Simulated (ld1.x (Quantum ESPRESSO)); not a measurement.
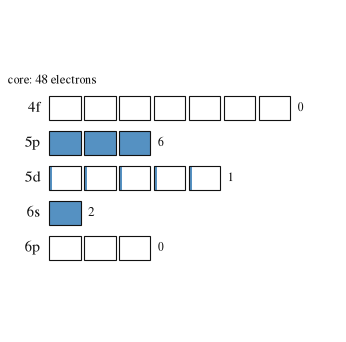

*The valence shells of the reference configuration: a box for each of the 2l + 1 orbitals, shaded by the share of the shell that is filled, with the electron count at the right.*

**Run report: La, pseudopotential generation**

Lanthanum (La, Z = 57), core [Kr] 4d10 5s2, reference valence 4f0 5p6 5d1 6s2 6p0, valence charge 9. Level asked for: TM potential, BLYP, scalar-relativistic, made with ld1.x (Quantum ESPRESSO) 7.5.

## Input
```
 &input
   title='La', zed=57., rel=1, dft='BLYP', iswitch=3,
   config='[Xe] 4f0 5d1 6s2 6p0',
   nld=4, rlderiv=4.35, eminld=-4.0, emaxld=5.0, deld=0.02
 /
 &inputp
   pseudotype=2, tm=.true., lloc=1,
   nlcc=.false.,
   file_pseudopw='La.UPF', file_wfcaegen='ae.wfc', file_wfcncgen='nc.wfc', file_beta='beta', file_chi='chi'
 /
4
6S  1  0   2.00   0.00  4.00  4.00  0.0
5D  3  2   1.00   0.00  3.45  3.45  0.0
4F  4  3   0.00   0.00  0.90  0.90  0.0
5P  2  1   6.00   0.00  2.40  2.40  0.0
 &test
   configts(1)='4f0 5p6 5d1 6s2 6p0'
 /
```

Launched with:
```bash
ld1.x < La.in > La.out
```

## Output
```
     Program LD1 v.7.5
     --------------------------- All-electron run ----------------------------

     La
     scalar relativistic calculation

     atomic number is 57.00
     dft =BLYP   lsd =0 sic =0 latt =0  beta=0.20 tr2=1.0E-14
     Exchange-correlation= BLYP
                           (   1   3   1   3   0   0   0)
     mesh =1253 r(mesh) = 100.17801 a.u. xmin = -7.00 dx = 0.01250
     1 Ry =  13.60569312 eV, c = 137.03599908

     n l     nl                  e(Ry)          e(Ha)          e(eV)
     1 0     1S 1( 2.00)     -2848.6320     -1424.3160    -38757.6133
     2 0     2S 1( 2.00)      -453.4602      -226.7301     -6169.6402
     2 1     2P 1( 6.00)      -406.4319      -203.2160     -5529.7880
     3 0     3S 1( 2.00)       -96.9562       -48.4781     -1319.1557
     3 1     3P 1( 6.00)       -81.9426       -40.9713     -1114.8853
     4 0     4S 1( 2.00)       -19.5531        -9.7766      -266.0340
     4 1     4P 1( 6.00)       -14.6712        -7.3356      -199.6121
     3 2     3D 1(10.00)       -60.3675       -30.1838      -821.3423
     5 0     5S 1( 2.00)        -2.8444        -1.4222       -38.6996
     5 1     5P 1( 6.00)        -1.6273        -0.8136       -22.1403
     4 2     4D 1(10.00)        -7.6102        -3.8051      -103.5422
     4 3     4F 1( 0.00)        -0.3026        -0.1513        -4.1173
     5 2     5D 1( 1.00)        -0.2128        -0.1064        -2.8960
     6 0     6S 1( 2.00)        -0.2588        -0.1294        -3.5206
     6 1     6P 1( 0.00)        -0.0882        -0.0441        -1.1998

     final scf error:  9.3E-15 reached in  24 iterations

     Etot =  -16988.044147 Ry,   -8494.022073 Ha, -231134.115418 eV

     Ekin =   17970.926707 Ry,    8985.463353 Ha,  244506.913908 eV
     Encl =  -41111.240339 Ry,  -20555.620170 Ha, -559346.919960 eV
     Eh   =    6559.912456 Ry,    3279.956228 Ha,   89252.155787 eV
     Exc  =    -407.642970 Ry,    -203.821485 Ha,   -5546.265153 eV

     normalization and overlap integrals

     s(1S/1S) =  1.000000  <r> =   0.0251  <r2> =    0.0009  r(max) =   0.0161
     s(2S/2S) =  1.000000  <r> =   0.1074  <r2> =    0.0136  r(max) =   0.0914
     s(2P/2P) =  1.000000  <r> =   0.0942  <r2> =    0.0108  r(max) =   0.0729
     s(3S/3S) =  1.000000  <r> =   0.2852  <r2> =    0.0929  r(max) =   0.2610
     s(3P/3P) =  1.000000  <r> =   0.2832  <r2> =    0.0930  r(max) =   0.2546
     s(4S/4S) =  1.000000  <r> =   0.6542  <r2> =    0.4828  r(max) =   0.6108
     s(4P/4P) =  1.000000  <r> =   0.6932  <r2> =    0.5462  r(max) =   0.6341
     s(3D/3D) =  1.000000  <r> =   0.2600  <r2> =    0.0797  r(max) =   0.2111
     s(5S/5S) =  1.000000  <r> =   1.5556  <r2> =    2.7187  r(max) =   1.4112
     s(5P/5P) =  1.000000  <r> =   1.8055  <r2> =    3.6961  r(max) =   1.5792
     s(4D/4D) =  1.000000  <r> =   0.7678  <r2> =    0.6837  r(max) =   0.6750
     s(4F/4F) =  1.000000  <r> =   1.1822  <r2> =    1.8826  r(max) =   0.7460
     s(5D/5D) =  1.000000  <r> =   3.0132  <r2> =   10.9681  r(max) =   2.2411
     s(6S/6S) =  1.000000  <r> =   4.4209  <r2> =   22.1802  r(max) =   3.7884
     s(6P/6P) =  1.000000  <r> =   6.1587  <r2> =   43.7775  r(max) =   5.0503

     ------------------------ End of All-electron run ------------------------

     --------------------- Generating NC pseudopotential ---------------------

      Generating local pot.: lloc=1, matching radius rcloc =   2.4000

      Wfc   6S  rcut= 3.983  Using Troullier-Martins method

      Wfc   5D  rcut= 3.428  Using Troullier-Martins method

      Wfc   4F  rcut= 0.911  Using Troullier-Martins method

     ------------------- End of pseudopotential generation -------------------

     --------------------------- All-electron run ----------------------------

     La
     scalar relativistic calculation

     atomic number is 57.00
     dft =BLYP   lsd =0 sic =0 latt =0  beta=0.20 tr2=1.0E-14
     Exchange-correlation= BLYP
                           (   1   3   1   3   0   0   0)
     mesh =1253 r(mesh) = 100.17801 a.u. xmin = -7.00 dx = 0.01250
     1 Ry =  13.60569312 eV, c = 137.03599908

     n l     nl                  e(Ry)          e(Ha)          e(eV)
     1 0     1S 1( 2.00)     -2848.6320     -1424.3160    -38757.6133
     2 0     2S 1( 2.00)      -453.4602      -226.7301     -6169.6402
     2 1     2P 1( 6.00)      -406.4319      -203.2160     -5529.7880
     3 0     3S 1( 2.00)       -96.9562       -48.4781     -1319.1557
     3 1     3P 1( 6.00)       -81.9426       -40.9713     -1114.8853
     4 0     4S 1( 2.00)       -19.5531        -9.7766      -266.0340
     4 1     4P 1( 6.00)       -14.6712        -7.3356      -199.6121
     3 2     3D 1(10.00)       -60.3675       -30.1838      -821.3423
     5 0     5S 1( 2.00)        -2.8444        -1.4222       -38.6996
     5 1     5P 1( 6.00)        -1.6273        -0.8136       -22.1403
     4 2     4D 1(10.00)        -7.6102        -3.8051      -103.5422
     4 3     4F 1( 0.00)        -0.3026        -0.1513        -4.1173
     5 2     5D 1( 1.00)        -0.2128        -0.1064        -2.8960
     6 0     6S 1( 2.00)        -0.2588        -0.1294        -3.5206
     6 1     6P 1( 0.00)        -0.0882        -0.0441        -1.1998

     final scf error:  9.3E-15 reached in  24 iterations

     Etot =  -16988.044147 Ry,   -8494.022073 Ha, -231134.115418 eV

     Ekin =   17970.926707 Ry,    8985.463353 Ha,  244506.913908 eV
     Encl =  -41111.240339 Ry,  -20555.620170 Ha, -559346.919960 eV
     Eh   =    6559.912456 Ry,    3279.956228 Ha,   89252.155787 eV
     Exc  =    -407.642970 Ry,    -203.821485 Ha,   -5546.265153 eV

     normalization and overlap integrals

     s(1S/1S) =  1.000000  <r> =   0.0251  <r2> =    0.0009  r(max) =   0.0161
     s(2S/2S) =  1.000000  <r> =   0.1074  <r2> =    0.0136  r(max) =   0.0914
     s(2P/2P) =  1.000000  <r> =   0.0942  <r2> =    0.0108  r(max) =   0.0729
     s(3S/3S) =  1.000000  <r> =   0.2852  <r2> =    0.0929  r(max) =   0.2610
     s(3P/3P) =  1.000000  <r> =   0.2832  <r2> =    0.0930  r(max) =   0.2546
     s(4S/4S) =  1.000000  <r> =   0.6542  <r2> =    0.4828  r(max) =   0.6108
     s(4P/4P) =  1.000000  <r> =   0.6932  <r2> =    0.5462  r(max) =   0.6341
     s(3D/3D) =  1.000000  <r> =   0.2600  <r2> =    0.0797  r(max) =   0.2111
     s(5S/5S) =  1.000000  <r> =   1.5556  <r2> =    2.7187  r(max) =   1.4112
     s(5P/5P) =  1.000000  <r> =   1.8055  <r2> =    3.6961  r(max) =   1.5792
     s(4D/4D) =  1.000000  <r> =   0.7678  <r2> =    0.6837  r(max) =   0.6750
     s(4F/4F) =  1.000000  <r> =   1.1822  <r2> =    1.8826  r(max) =   0.7460
     s(5D/5D) =  1.000000  <r> =   3.0132  <r2> =   10.9681  r(max) =   2.2411
     s(6S/6S) =  1.000000  <r> =   4.4209  <r2> =   22.1802  r(max) =   3.7884
     s(6P/6P) =  1.000000  <r> =   6.1587  <r2> =   43.7775  r(max) =   5.0503

     ------------------------ End of All-electron run ------------------------

     Computing logarithmic derivative in   4.37418
     Message from routine run_pseudo:
     Warning: convergence not achieved

       Warning: n=3, l=1 expected 1 nodes, found 0
       Setting wfc to zero for this iteration
       (This warning will only be printed once per wavefunction)

     Computing logarithmic derivative in   4.37418
     Computing the partial wave expansion
     R is outside the sphere for l=    0 j= 0.00
       no projector for channel:   1
     R is outside the sphere for l=    2 j= 0.00
     R is outside the sphere for l=    3 j= 0.00

     ---------------------- Testing the pseudopotential ----------------------

     La
     scalar relativistic calculation

     atomic number is 57.00   valence charge is  9.00
     dft =BLYP   lsd =0 sic =0 latt =0  beta=0.20 tr2=1.0E-14
     mesh =1253 r(mesh) = 100.17801 xmin = -7.00 dx = 0.01250

     n l     nl             e AE (Ry)        e PS (Ry)    De AE-PS (Ry)
     4 3     4F   1( 0.00)       -0.30262       -0.30228       -0.00034
     2 1     5P   1( 6.00)       -1.62728       -1.62728        0.00000
     3 2     5D   1( 1.00)       -0.21285       -0.21285        0.00000
     1 0     6S   1( 2.00)       -0.25876       -0.25876        0.00000
     3 1     6P   1( 0.00)       -0.08818       -0.08818        0.00000

     eps = 8.0E-09  iter =201

     Etot =  -16988.044147 Ry,   -8494.022073 Ha, -231134.115418 eV
     Etotps =   -39.195153 Ry,     -19.597577 Ha,    -533.277227 eV

     Ekin =      12.137623 Ry,       6.068812 Ha,     165.140777 eV
     Encl =     -76.562201 Ry,     -38.281101 Ha,   -1041.681815 eV
     Ehrt =      30.371483 Ry,      15.185742 Ha,     413.225083 eV
     Ecxc =      -5.715171 Ry,      -2.857586 Ha,     -77.758866 eV
     Epseu=       0.573113 Ry,       0.286556 Ha,       7.797594 eV

     ---------------------- End of pseudopotential test ----------------------
```

## Outcome

```
 quantity                      value
  outcome              not converged
 hardware  1 CPU thread, shared host
wall time                      1.6 s
```

## What went wrong

The pseudo-atom did not reach self-consistency.
